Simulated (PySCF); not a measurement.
**C4H6S2Si: density, localisation and related maps**

Input file:

```
{"job": {"kind": "uv", "xc": "PBE0", "basis": "def2-SVPD", "nstates": 6, "ntriplets": 2}, "charge": 0, "multiplicity": 1}
C      2.402961    -0.856889     0.264732
C      1.561475    -0.158238    -0.222290
C      0.477803     0.617336    -0.772031
C     -0.253325     1.418850     0.292475
S     -1.041450     0.337668     1.538583
Si    -1.661255    -1.186202     0.165071
S     -0.721051    -0.500390    -1.632042
H      3.170103    -1.439756     0.679407
H      0.850126     1.286919    -1.553593
H      0.443915     2.054324     0.838583
H     -1.030822     2.035343    -0.159264
H     -3.093977    -1.153850    -0.058602
H     -1.108892    -2.454630     0.601243
```

Run with:

```sh
OMP_NUM_THREADS=1 python probes_run.py task.json out
```

Geometry: GFN2-xTB.

Computed with PySCF 2.14.0, PBE0/def2-SVPD, SCF density, gas phase.

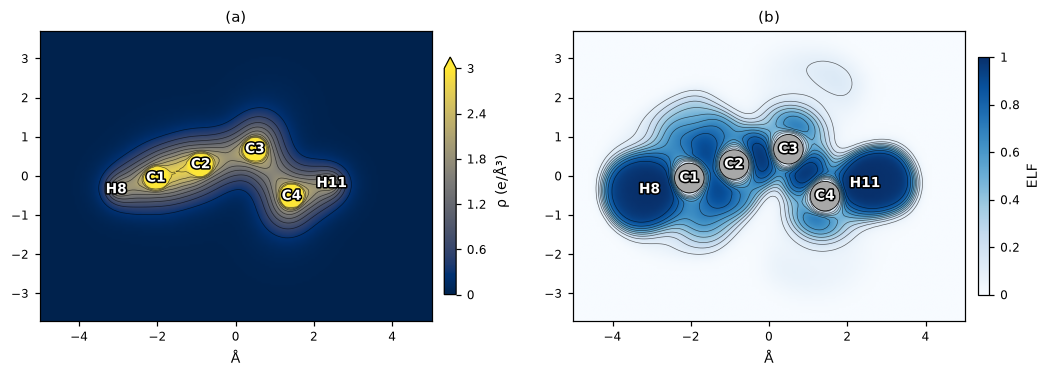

Figure 1. (a) total electron density; (b) ELF on the plane of atoms C2, C3 and C4. Grey discs cover the atomic cores in the ELF map.

Question: What do the fields say about this system?

Answer: Atoms in the plane: C and H. C–C (1.20 Å): the density is about 2.7 e/Å³ at the midpoint; the ELF peaks at about 0.80 between the atoms (a short, multiple covalent bond). C–H (1.05 Å): ρ at the midpoint is about 2.1 e/Å³; the ELF climbs to about 1 towards the hydrogen, as it does in any bond to H: a covalent bond by its length.

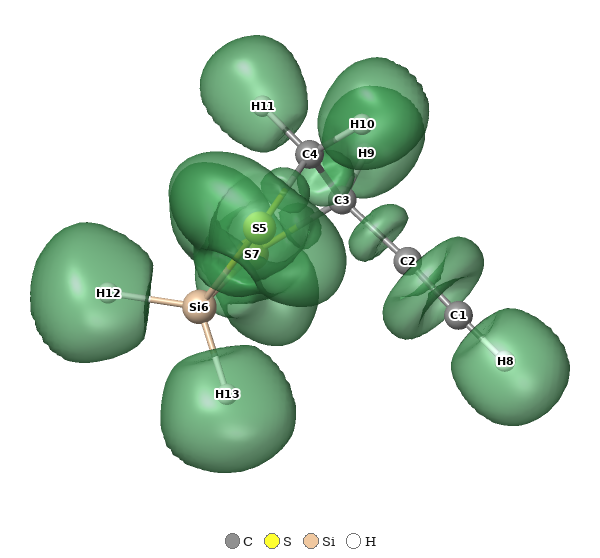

Figure 2. Isosurface of the electron localisation function at 0.8 (green), seen across its widest extent. Only the valence region is drawn (cores and ρ < 0.01 e/Å³ removed).

Question: What do the ELF domains correspond to?

Answer: The surface consists of three regions between bonded C–C atoms (shared pairs), two regions between bonded C–S atoms (shared pairs), six regions around hydrogen nuclei and two regions on S in which the atom's valence shell and bonds are merged. Along the contacts the grid gives the following. C–S (1.83 Å): the ELF peaks at about 0.90 between the atoms; localised, covalent bonding.

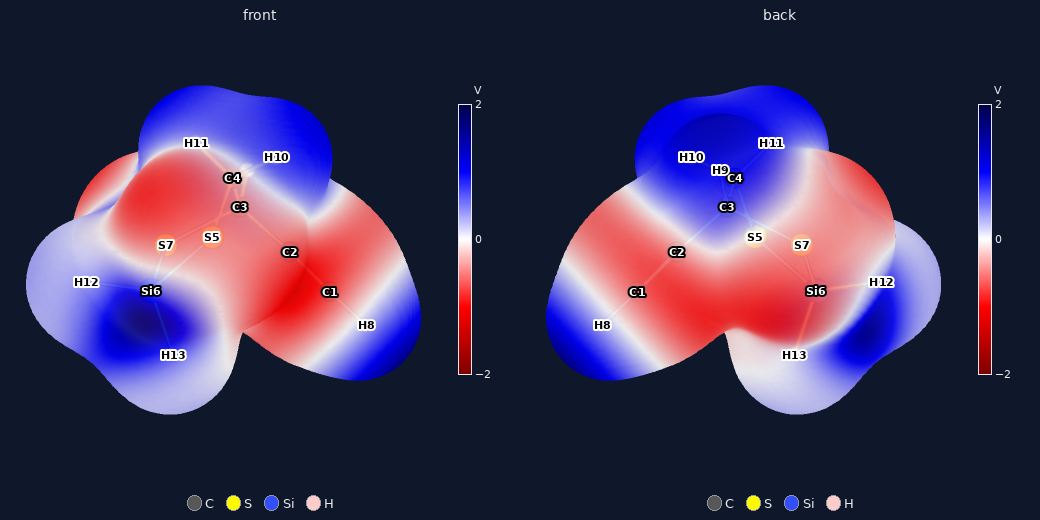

Figure 3. The electrostatic potential painted on the density surface at 0.002 e/bohr³, seen from the front and from behind; red is negative and blue positive.

Question: Where is the surface potential most negative and most positive?

Answer: The most negative region (about −1.1 V) lies over C1 and S5, the most positive (about +1.6 V) over Si6 and H8.
